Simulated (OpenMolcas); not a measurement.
# Energy and gradient calculation of AsH3

System: AsH3.
Method: SVWN5/aug-cc-pVDZ, RKS (OpenMolcas 26.06).

The geometry comes from this level: GFN2-xTB.

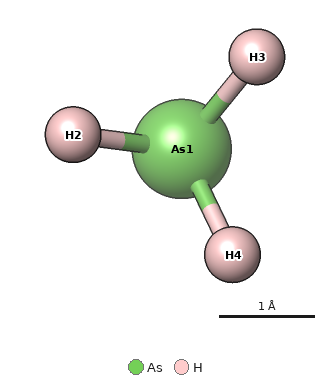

Figure 1. The input geometry (ball-and-stick view, seen on its broad side; atoms are numbered from 1 in the order of the input). Bond lengths as drawn: As–H 1.50 Å.

Key numbers:

| quantity | value |
| --- | --- |
| outcome | converged |
| total energy | −2234.315555 hartree |
| basis functions | 63 |
| largest force | 1.098 eV/Å |
| HOMO | −6.96 eV |
| LUMO | −0.75 eV |
| dipole moment | 0.40 debye |
| hardware | 1 thread of Arm Neoverse V1, 24 GiB of memory available, shared host |
| wall time | 9 s |
| peak memory | 0.4 GiB |

Input file:
```
&GATEWAY
BasLib=$CurrDir
Coord
4
angstrom
As      -0.004370       0.005540       0.655970
H        1.216520      -0.029700      -0.207950
H       -0.582780       1.061080      -0.232340
H       -0.629370      -1.036930      -0.215680
Basis=aug-cc-pVDZ
Group=NoSym
&SEWARD
GridInput
Grid=UltraFine
End of Grid
&SCF
KSDFT=SVWN5
Thresholds=1e-10 1e-07 1e-07 1e-05
PrOrbitals=0
&ALASKA
```

Launched with:
```bash
export MOLCAS_MEM=1860
pymolcas mol.input > mol.log
```

Log:
```
--- Start Module: gateway ---

                                              &GATEWAY

                       available to each process: 1.9 GB of memory, 1 thread

 Basis Set     1 Label: AS.AUG-CC-PVDZ
 Basis set is read from library:.
 basistype.tbl is not found

 Basis Set     2 Label: H.AUG-CC-PVDZ
 Basis set is read from library:.
 basistype.tbl is not found

++    Symmetry information:
      ---------------------

                    Character Table for C1

                             E
                    a        1  x, y, xy, Rz, z, xz, Ry, yz, Rx, I
--

++    Basis set information:
      ----------------------

      Basis set label: AS.AUG-CC-PVDZ.........

      Electronic valence basis set:
      ------------------
      Associated Effective Charge  33.000000 au
      Associated Actual Charge     33.000000 au
      Nuclear Model: Point charge

      Shell  nPrim  nBasis  Cartesian Spherical Contaminant
         s      15       6        X
         p      12       5        X
         d       7       3                 X

      Basis set label: H.AUG-CC-PVDZ.........

      Electronic valence basis set:
      ------------------
      Associated Effective Charge   1.000000 au
      Associated Actual Charge      1.000000 au
      Nuclear Model: Point charge

      Shell  nPrim  nBasis  Cartesian Spherical Contaminant
         s       5       3        X
         p       2       2        X
--

++    Molecular structure info:
      -------------------------

                    ************************************************
                    **** Cartesian Coordinates / bohr, angstrom ****
                    ************************************************

     Center  Label                x              y              z                     x              y              z
        1      AS1             -0.008258       0.010469       1.239604             -0.004370       0.005540       0.655970
        2      H2               2.298890      -0.056125      -0.392969              1.216520      -0.029700      -0.207950
        3      H3              -1.101295       2.005151      -0.439059             -0.582780       1.061080      -0.232340
        4      H4              -1.189337      -1.959514      -0.407576             -0.629370      -1.036930      -0.215680

                    ***************************************
                    *    InterNuclear Distances / bohr    *
                    ***************************************

               1 AS1           2 H2            3 H3            4 H4
    1 AS1      0.000000
    2 H2       2.827129        0.000000
    3 H3       2.826905        3.976460        0.000000
    4 H4       2.826478        3.973767        3.965767        0.000000

                    *******************************************
                    *    InterNuclear Distances / angstrom    *
                    *******************************************

               1 AS1           2 H2            3 H3            4 H4
    1 AS1      0.000000
    2 H2       1.496052        0.000000
    3 H3       1.495934        2.104252        0.000000
    4 H4       1.495708        2.102827        2.098593        0.000000

                    **************************************
                    *    Valence Bond Angles / degree    *
                    **************************************
                          Atom centers                 Phi
                      2 H2       1 AS1      3 H3        89.38
                      2 H2       1 AS1      4 H4        89.32
                      3 H3       1 AS1      4 H4        89.09
--

            Nuclear Potential Energy             35.77675826 au

--- Stop Module: gateway /rc=_RC_ALL_IS_WELL_ ---

--- Start Module: seward ---

                                              &SEWARD

                       available to each process: 1.9 GB of memory, 1 thread

               SEWARD will generate:
                  Multipole Moment integrals up to order  2
                  Kinetic Energy integrals
                  Nuclear Attraction integrals (point charge)
                  One-Electron Hamiltonian integrals
                  Velocity integrals
                  Orbital angular momentum around ( -0.0078   0.0099   1.1755 )
                  Velocity quadrupole around ( -0.0078   0.0099   1.1755 )
                  Two-Electron Repulsion integrals

                   Integrals are discarded if absolute value <: 1.00E-14
                   Integral cutoff threshold is set to       <: 1.00E-16

            Nuclear Potential Energy             35.77675826 au

      Basis set specifications :
      Symmetry species         a
      Basis functions           63

--- Stop Module: seward /rc=_RC_ALL_IS_WELL_ ---
--- Module seward spent 1 second ---

--- Start Module: scf ---

                                                &SCF

                       available to each process: 1.9 GB of memory, 1 thread

 ###############################################################################
 ###     Minimized-density-differences option turned off!                    ###
 ###############################################################################
++    Input section:
      --------------

      Header of the integral files:

      Cartesian coordinates in angstrom:
      -----------------------------------------------------
      No.  Label        X            Y            Z
      -----------------------------------------------------
       1   AS1       -0.00437000   0.00554000   0.65597000
       2   H2         1.21652000  -0.02970000  -0.20795000
       3   H3        -0.58278000   1.06108000  -0.23234000
       4   H4        -0.62937000  -1.03693000  -0.21568000
      -----------------------------------------------------
      Nuclear repulsion energy =   35.77675826
--

++    Orbital specifications:
      -----------------------

      Symmetry species               1
                                     a
      Frozen orbitals                0
      Occupied orbitals             18
      Secondary orbitals            45
      Deleted orbitals               0
      Total number of orbitals      63
      Number of basis functions     63
--

      Molecular charge                           0.000

      Numerical integration parameters
      --------------------------------
      Radial quadrature type:                         MHL
      Size of radial grid:                            99
      Lebedev angular grid:                           41
      Angular grid pruned with the crowding factor:  1.00E+10
                                 and fading factor:  1.00E+01
      Screening threshold for integral computation:   1.00E-11
      Radial quadrature accuracy:                     1.00E-25
      Maximum batch size:                             128
      AO values are stored on disk
      The same grid will be used for all iterations.

      DFT functional specifications
      -----------------------------
      Using Libxc version: 6.2.2
      Please cite the following reference:
      S. Lehtola, C. Steigemann, M. J.T. Oliveira, and M. A.L. Marques.,  SoftwareX 7, 1–5 (2018) doi:10.1016/j.softx.2017.11.002

      * Slater exchange
        - P. A. M. Dirac.,  Math. Proc. Cambridge Philos. Soc. 26, 376 (1930) doi:10.1017/S0305004100016108
        - F. Bloch.,  Z. Phys. 57, 545 (1929) doi:10.1007/BF01340281
      * Vosko, Wilk & Nusair (VWN5)

++    Optimization specifications:
      ----------------------------

      SCF Algorithm: Conventional
      D(i)-D(i-1) density differences are used
      Number of density matrices in core                 5
      Maximum number of NDDO SCF iterations            400
      Maximum number of HF SCF iterations              400
      Threshold for SCF energy change             1.00E-10
      Threshold for density matrix                1.00E-07
      Threshold for Fock matrix                   1.00E-07
      Threshold for linear dependence             1.00E-09
      Threshold at which DIIS is turned on        1.50E-01
      Maximum depth in the DIIS procedure                5
      Maximum depth in the BFGS Hessian update          30
      Threshold at which QNR/C2DIIS is turned on  7.50E-02
      Threshold for Norm(delta) (QNR/C2DIIS)      1.00E-05
      All orbitals punched on: SCFORB
--

      Input vectors read from INPORB
      Orbital file label: *Guess orbitals

++ Convergence information
                                   SVWN5      iterations: Energy and convergence statistics

Iter     Tot. SVWN5      One-elec.       Two-elec.     Energy      Max Dij or  Max Fij      DNorm      TNorm      AccCon     Time
         Energy          Energy          Energy        Change      Delta Norm                                                in Sec.

 The total and one-electron energies are shifted by a value of      2000. a.u.

   1  -234.179866600 -1262.311595602   992.354970739   0.00E+00    3.99E-01*   2.90E-01*    8.75E+00   3.01E+02   None         0.
   2  -234.254471575 -1273.681192310  1003.649962472  -7.46E-02*   1.20E-01*   5.24E-02*    4.35E+00   3.03E+02   EDIIS        0.
   3  -234.296768039 -1262.658524046   992.584997744  -4.23E-02*   4.74E-02*   1.29E-02*    2.06E+00   3.01E+02   c2DIIS       0.
   4  -234.314394587 -1267.550445792   997.459292942  -1.76E-02*   5.31E-02*   9.00E-03*    3.55E-01   3.02E+02   QNRc2DIIS    0.
   5  -234.313906807 -1266.549600905   996.458935835   4.88E-04*   3.00E-02*   1.05E-02*    2.97E-01   3.02E+02   QNRc2DIIS    0.
   6  -234.315539446 -1267.243225637   997.150927928  -1.63E-03*   2.80E-03*   8.36E-04*    1.83E-01   3.02E+02   QNRc2DIIS    0.
   7  -234.315554701 -1267.143394182   997.051081219  -1.53E-05*   2.63E-04*   1.34E-04*    2.62E-02   3.02E+02   QNRc2DIIS    0.
   8  -234.315554921 -1267.157399493   997.065086309  -2.21E-07*   9.13E-05*   1.31E-05*    4.15E-03   3.02E+02   QNRc2DIIS    0.
   9  -234.315554925 -1267.156816304   997.064503117  -3.82E-09*   2.99E-05*   5.74E-06*    1.08E-03   3.02E+02   QNRc2DIIS    0.
  10  -234.315554926 -1267.156825822   997.064512634  -9.65E-10*   2.45E-06    7.57E-07*    3.88E-04   3.02E+02   QNRc2DIIS    0.
  11  -234.315554926 -1267.156827342   997.064514153  -9.09E-12    3.21E-07    9.29E-08     1.28E-05   3.02E+02   QNRc2DIIS    0.

       Convergence after  11 Iterations
--

 *****************************************************************************************************************************
 *                                             SCF/KS-DFT Program, Final results                                             *
 *                                                       Final Results                                                       *
 *****************************************************************************************************************************

::    Total KS-DFT energy                           -2234.3155549262
      One-electron energy                           -3267.1568273422
      Two-electron energy                             997.0645141533
      Nuclear repulsion energy                         35.7767582627
      Kinetic energy (interpolated)                  2233.2940220606
      Virial theorem                                    1.0004574108
      Total spin, S(S+1)                                0.0000000000
      Total spin, S                                     0.0000000000
      Max non-diagonal density matrix element           0.0000003365
      Max non-diagonal Fock matrix element              0.0000000524

      No orbitals printed

++    Molecular charges:
      ------------------

      Mulliken charges per centre
      ---------------------------

                AS1     H2      H3      H4
      Total   33.4282  0.8561  0.8577  0.8580

      N-E     -0.4282  0.1439  0.1423  0.1420

      Total electronic charge=   36.000000

      Total            charge=   -0.000000
--

++    Molecular properties:
      ---------------------

      Charge (e):
                      =   -0.0000
      Dipole Moment (debye):
      Origin of the operator (angstrom)=   -0.0041    0.0053    0.6220
                   X=  4.3606E-03               Y= -3.1812E-03               Z= -3.9897E-01           Total=  3.9901E-01
      Quadrupole Moment (debye*angstrom):
      Origin of the operator (angstrom)=   -0.0041    0.0053    0.6220
                  XX= -1.9758E+01              XY= -1.5453E-03              XZ=  1.6818E-02              YY= -1.9771E+01
                  YZ= -1.3031E-02              ZZ= -2.1435E+01
      In traceless form (debye*angstrom)
                  XX=  8.4452E-01              XY= -2.3179E-03              XZ=  2.5228E-02              YY=  8.2626E-01
                  YZ= -1.9547E-02              ZZ= -1.6708E+00
--

--- Stop Module: scf /rc=_RC_ALL_IS_WELL_ ---
--- Module scf spent 5 seconds ---

--- Start Module: alaska ---

                                              &ALASKA

                       available to each process: 1.9 GB of memory, 1 thread

                     Threshold for contributions to the gradient: 1.000E-07

                    ********************************************
                    * Symmetry Adapted Cartesian Displacements *
                    ********************************************

           Irreducible representation : a
           Basis function(s) of irrep: x, y, xy, Rz, z, xz, Ry, yz, Rx, I

 Basis Label        Type   Center Phase
   1   AS1          x         1     1
   2   AS1          y         1     1
   3   AS1          z         1     1
   4   H2           x         2     1
   5   H2           y         2     1
   6   H2           z         2     1
   7   H3           x         3     1
   8   H3           y         3     1
   9   H3           z         3     1
  10   H4           x         4     1
  11   H4           y         4     1
  12   H4           z         4     1

                     No automatic utilization of translational and rotational invariance of the energy is employed.

 DFT contribution computed for a moving grid.

 Conventional ERI gradients!

 **************************************************
 *              Molecular gradients               *
 **************************************************

  Irreducible representation: a
 ------------------------------------------------------------------------------------------
                              X                       Y                       Z
 ------------------------------------------------------------------------------------------
  AS1              -1.11574916467609E-03   -1.20029210763796E-03   -2.12957328996968E-02
  H2               -1.36349506676465E-02   -1.93690774095329E-03    6.40444022262532E-03
  H3                4.82412172269298E-03   -9.66105111000903E-03    7.07774630989011E-03
  H4                9.92657810956610E-03    1.27982509583955E-02    7.81354636716980E-03
 ------------------------------------------------------------------------------------------

--- Stop Module: alaska /rc=_RC_ALL_IS_WELL_ ---
--- Module alaska spent 1 second ---

.##################.
.# Happy landing! #.
.##################.

    Timing: Wall=8.53 User=7.44 System=1.08
```

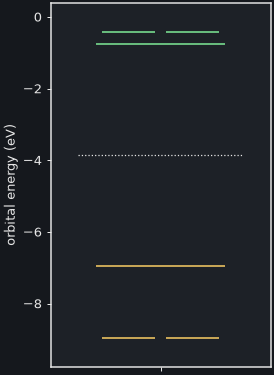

Figure 2. Orbital energies near the frontier; the dotted line parts filled from empty levels, and levels within 0.02 eV of each other stand side by side. Highest filled −6.96 eV, lowest empty −0.75 eV, 6.21 eV apart.

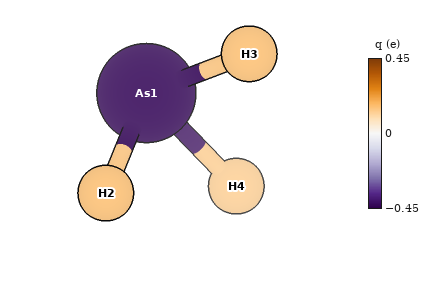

Figure 3. Mulliken charges, as the colour of each atom (ball-and-stick view, seen at a tilt; atoms are numbered from 1 in the order of the input). By element: As −0.43 and H +0.14 e.
